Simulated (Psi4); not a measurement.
## Single-point calculation, with input and output: Si₂H₆O (part 2 of 2)

The same run, continued: Si₂H₆O, multiplicity 3, SMILES [SiH3]O[SiH3]; MP3/cc-pVDZ, UHF (Psi4 1.11). The geometry is that of the parent species in another charge or spin state. The geometry comes from this level: PBE0-D4/def2-TZVP.

Geometry of the input (Å):
```
Si -0.7103  1.0527  -0.9195
O  0.4255  0.0910  -0.2454
Si 0.7756  -1.0388  0.8818
H  -1.7873  0.2266  -1.5257
H  -0.0606  1.8724  -1.9702
H  -1.3062  1.9428  0.1113
H  2.2243  -1.3431  0.8000
H  -0.0093  -2.2756  0.6288
H  0.4483  -0.5279  2.2389
```

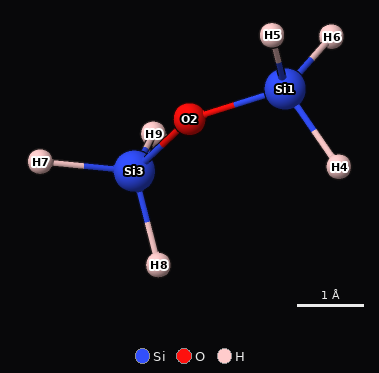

**Figure 1.** The structure (ball-and-stick view, seen at a tilt; atoms are numbered from 1 in the order of the input).

**Log, continued**
```
  Module OCC Options:
  ----------------------------------------------------------------------------
  ACTIVE                        => (empty)
  BASIS_RELATIVISTIC            => (empty)
  BENCH                         => (empty)
  CACHELEVEL                    => (empty)
  CCL_ENERGY                    => (empty)
  CC_MAXITER                    => (empty)
  CC_TYPE                       => (empty)
  CEPA_OS_SCALE                 => (empty)
  CEPA_SOS_SCALE                => (empty)
  CEPA_SS_SCALE                 => (empty)
  CEPA_TYPE                     => (empty)
  CI_TYPE                       => (empty)
  CUBEPROP_BASIS_FUNCTIONS      => (empty)
  CUBEPROP_FILEPATH             => (empty)
  CUBEPROP_ISOCONTOUR_THRESHOLD => (empty)
  CUBEPROP_ORBITALS             => (empty)
  CUBEPROP_TASKS                => (empty)
  CUBIC_BASIS_TOLERANCE         => (empty)
  CUBIC_BLOCK_MAX_POINTS        => (empty)
  CUBIC_GRID_OVERAGE            => (empty)
  CUBIC_GRID_SPACING            => (empty)
  CUTOFF                        => (empty)
  DDX                           => (empty)
  DEBUG                         => (empty)
  DERTYPE                       => (empty)
  DF_BASIS_CC                   => (empty)
  DIE_IF_NOT_CONVERGED          => (empty)
  DIIS_MAX_VECS                 => (empty)
  DIIS_MIN_VECS                 => (empty)
  DKH_ORDER                     => (empty)
  DOCC                          => (empty)
  DO_DIIS                       => (empty)
  DO_LEVEL_SHIFT                => (empty)
  DO_SCS                        => (empty)
  DO_SOS                        => (empty)
  E3_SCALE                      => (empty)
  EA_POLES                      => (empty)
  EKT_EA                        => (empty)
  EKT_IP                        => (empty)
  EP_EA_POLES                   => (empty)
  EP_IP_POLES                   => (empty)
  EP_MAXITER                    => (empty)
  EXTERNAL_POTENTIAL_SYMMETRY   => (empty)
  E_CONVERGENCE                 => 1e-09           !
  FREEZE_CORE                   => (empty)
  FREEZE_CORE_POLICY            => (empty)
  FROZEN_DOCC                   => (empty)
  FROZEN_UOCC                   => (empty)
  INTEGRAL_PACKAGE              => (empty)
  IP_POLES                      => (empty)
  LEVEL_SHIFT                   => (empty)
  LITERAL_CFOUR                 => (empty)
  LS_THC_BASIS_TOLERANCE        => (empty)
  LS_THC_DF                     => (empty)
  LS_THC_PRUNING_SCHEME         => (empty)
  LS_THC_RADIAL_POINTS          => (empty)
  LS_THC_SPHERICAL_POINTS       => (empty)
  LS_THC_S_EPSILON              => (empty)
  LS_THC_WEIGHTS_TOLERANCE      => (empty)
  MAT_NUM_COLUMN_PRINT          => (empty)
  MAX_MOGRAD_CONVERGENCE        => (empty)
  MAX_RADIAL_MOMENT             => (empty)
  MBIS_D_CONVERGENCE            => (empty)
  MBIS_MAXITER                  => (empty)
  MBIS_PRUNING_SCHEME           => (empty)
  MBIS_RADIAL_POINTS            => (empty)
  MBIS_SPHERICAL_POINTS         => (empty)
  MOGRAD_DAMPING                => (empty)
  MOLDEN_WITH_VIRTUAL           => (empty)
  MO_MAXITER                    => (empty)
  MO_READ                       => (empty)
  MO_STEP_MAX                   => (empty)
  MO_WRITE                      => (empty)
  MP2_OS_SCALE                  => (empty)
  MP2_SOS_SCALE                 => (empty)
  MP2_SOS_SCALE2                => (empty)
  MP2_SS_SCALE                  => (empty)
  MP2_TYPE                      => (empty)
  MP_TYPE                       => CONV            !
  NAT_ORBS                      => (empty)
  NUM_FROZEN_DOCC               => 11              !
  NUM_FROZEN_UOCC               => (empty)
  NUM_GPUS                      => (empty)
  OCC_ORBS_PRINT                => (empty)
  OEPROP                        => (empty)
  OPT_METHOD                    => (empty)
  ORBITAL_OPTIMIZER_PACKAGE     => (empty)
  ORB_OPT                       => FALSE           !
  ORB_RESP_SOLVER               => (empty)
  ORTH_TYPE                     => (empty)
  OS_SCALE                      => (empty)
  PARENT_SYMMETRY               => (empty)
  PCG_BETA_TYPE                 => (empty)
  PCG_CONVERGENCE               => (empty)
  PCG_MAXITER                   => (empty)
  PCM                           => (empty)
  PE                            => (empty)
  PRINT                         => (empty)
  PRINT_NOONS                   => (empty)
  PROPERTIES                    => (empty)
  PROPERTIES_ORIGIN             => (empty)
  PUREAM                        => TRUE            !
  QC_MODULE                     => (empty)
  RAS1                          => (empty)
  RAS2                          => (empty)
  RAS3                          => (empty)
  RAS4                          => (empty)
  RELATIVISTIC                  => (empty)
  RELAXED                       => (empty)
  REMP_A                        => (empty)
  RESTRICTED_DOCC               => (empty)
  RESTRICTED_UOCC               => (empty)
  RMS_MOGRAD_CONVERGENCE        => (empty)
  R_CONVERGENCE                 => (empty)
  SCF_TYPE                      => PK              !
  SCREENING                     => (empty)
  SCS_TYPE                      => (empty)
  SOCC                          => (empty)
  SOS_TYPE                      => (empty)
  SPIN_SCALE_TYPE               => NONE            !
  SS_SCALE                      => (empty)
  SYMMETRIZE                    => (empty)
  TPDM_ABCD_TYPE                => (empty)
  WFN                           => (empty)
  WFN_TYPE                      => OMP3            !
  WRITER_FILE_LABEL             => (empty)
  ZORA_BASIS_TOLERANCE          => (empty)
  ZORA_NR_DEBUG                 => (empty)
  ZORA_PRUNING_SCHEME           => (empty)
  ZORA_RADIAL_POINTS            => (empty)
  ZORA_SPHERICAL_POINTS         => (empty)

 ==============================================================================
 ==============================================================================
 ==============================================================================

                             MP3

 ==============================================================================
 ==============================================================================
 ==============================================================================

	MO spaces per irreps...

	IRREP   FC   AOCC  BOCC  AVIR    BVIR  FV
	==========================================
	   A    11    11     9    58     60     0
	==========================================

	Computing MP2 energy using SCF MOs (Canonical MP2)...
	==============================================================================
	Nuclear Repulsion Energy (a.u.)    :   159.41902397807399
	SCF Energy (a.u.)                  :  -655.99613028024544
	REF Energy (a.u.)                  :  -655.99613028024544
	Alpha-Alpha Contribution (a.u.)    :    -0.05007658097816
	Alpha-Beta Contribution (a.u.)     :    -0.29296122382596
	Beta-Beta Contribution (a.u.)      :    -0.02670692697412
	Scaled_SS Correlation Energy (a.u.):    -0.02559450265076
	Scaled_OS Correlation Energy (a.u.):    -0.35155346859115
	SCS-MP2 Total Energy (a.u.)        :  -656.37327825148748
	SOS-MP2 Total Energy (a.u.)        :  -656.37697987121919
	SCSN-MP2 Total Energy (a.u.)       :  -656.13126925424149
	SCS-MP2-VDW Total Energy (a.u.)    :  -656.40951240071877
	SOS-PI-MP2 Total Energy (a.u.)     :  -656.40627599360175
	MP2 Correlation Energy (a.u.)      :    -0.36974473177824
	MP2 Total Energy (a.u.)            :  -656.36587501202371
	==============================================================================

	Computing MP3 energy using SCF MOs (Canonical MP3)...
	==============================================================================
	Nuclear Repulsion Energy (a.u.)    :   159.41902397807399
	SCF Energy (a.u.)                  :  -655.99613028024544
	REF Energy (a.u.)                  :  -655.99613028024544
	Alpha-Alpha Contribution (a.u.)    :    -0.05058969451078
	Alpha-Beta Contribution (a.u.)     :    -0.33785276750906
	Beta-Beta Contribution (a.u.)      :    -0.02651627838524
	MP2.5 Correlation Energy (a.u.)    :    -0.39235173609165
	MP2.5 Total Energy (a.u.)          :  -656.38848201633709
	SCS-MP3 Total Energy (a.u.)        :  -656.38458175364417
	3rd Order Energy (a.u.)            :    -0.04521400862677
	MP3 Correlation Energy (a.u.)      :    -0.41495874040509
	MP3 Total Energy (a.u.)            :  -656.41108902065048
	==============================================================================

	total time  =          3 seconds =       0.05 minutes

  Variable Map:
  ----------------------------------------------------------------------------
  "CURRENT CORRELATION ENERGY"             =>      -0.414958740405
  "CURRENT ENERGY"                         =>    -656.411089020650
  "CURRENT REFERENCE ENERGY"               =>    -655.996130280245
  "DD SOLVATION ENERGY"                    =>       0.000000000000
  "HF KINETIC ENERGY"                      =>     656.639315214322
  "HF POTENTIAL ENERGY"                    =>   -1312.635445494568
  "HF TOTAL ENERGY"                        =>    -655.996130280245
  "HF VIRIAL RATIO"                        =>       1.999020489759
  "MP2 CORRELATION ENERGY"                 =>      -0.369744731778
  "MP2 DOUBLES ENERGY"                     =>      -0.369744731778
  "MP2 OPPOSITE-SPIN CORRELATION ENERGY"   =>      -0.292961223826
  "MP2 SAME-SPIN CORRELATION ENERGY"       =>      -0.076783507952
  "MP2 SINGLES ENERGY"                     =>       0.000000000000
  "MP2 TOTAL ENERGY"                       =>    -656.365875012024
  "MP2.5 CORRELATION ENERGY"               =>      -0.392351736092
  "MP2.5 DOUBLES ENERGY"                   =>      -0.392351736092
  "MP2.5 OPPOSITE-SPIN CORRELATION ENERGY" =>      -0.315406995668
  "MP2.5 SAME-SPIN CORRELATION ENERGY"     =>      -0.076944740424
  "MP2.5 SINGLES ENERGY"                   =>       0.000000000000
  "MP2.5 TOTAL ENERGY"                     =>    -656.388482016337
  "MP3 CORRELATION ENERGY"                 =>      -0.414958740405
  "MP3 DOUBLES ENERGY"                     =>      -0.414958740405
  "MP3 OPPOSITE-SPIN CORRELATION ENERGY"   =>      -0.337852767509
  "MP3 SAME-SPIN CORRELATION ENERGY"       =>      -0.077105972896
  "MP3 SINGLES ENERGY"                     =>       0.000000000000
  "MP3 TOTAL ENERGY"                       =>    -656.411089020650
  "NUCLEAR REPULSION ENERGY"               =>     159.419023978074
  "ONE-ELECTRON ENERGY"                    =>   -1224.370204312006
  "PCM POLARIZATION ENERGY"                =>       0.000000000000
  "PE ENERGY"                              =>       0.000000000000
  "SCF ITERATION ENERGY"                   =>    -655.996130280245
  "SCF ITERATIONS"                         =>      22.000000000000
  "SCF TOTAL ENERGY"                       =>    -655.996130280245
  "SCS(N)-MP2 CORRELATION ENERGY"          =>      -0.135138973996
  "SCS(N)-MP2 TOTAL ENERGY"                =>    -656.131269254241
  "SCS-MP2 CORRELATION ENERGY"             =>      -0.377147971242
  "SCS-MP2 TOTAL ENERGY"                   =>    -656.373278251487
  "SCS-MP2-VDW CORRELATION ENERGY"         =>      -0.413382120473
  "SCS-MP2-VDW TOTAL ENERGY"               =>    -656.409512400719
  "SCS-MP3 CORRELATION ENERGY"             =>      -0.388451473399
  "SCS-MP3 TOTAL ENERGY"                   =>    -656.384581753644
  "SOS-MP2 CORRELATION ENERGY"             =>      -0.380849590974
  "SOS-MP2 TOTAL ENERGY"                   =>    -656.376979871219
  "SOS-PI-MP2 CORRELATION ENERGY"          =>      -0.410145713356
  "SOS-PI-MP2 TOTAL ENERGY"                =>    -656.406275993602
  "TWO-ELECTRON ENERGY"                    =>     408.955050053686

  Array Variable Map:
  ----------------------------------------------------------------------------
  "CURRENT DIPOLE"                         =>       0.010150337348 ... 0.024480801266 1 by 3
  "SCF DIPOLE"                             =>       0.010150337348 ... 0.024480801266 1 by 3
  "SCF TOTAL ENERGIES"                     =>    -655.433322014317 ... -655.996130280245 1 by 23

    Psi4 run time: 0:00:10.90
```

**Summary**

| quantity | value |
| --- | --- |
| outcome | converged |
| total energy | −656.411089 hartree |
| SCF energy | −655.996130 hartree |
| MP2 energy | −656.365875 hartree |
| correlation energy | −0.414959 hartree |
| basis functions | 80 |
| ⟨S²⟩ | 2.012 |
| wall time | 12 s |
| peak memory | 0.48 GiB |
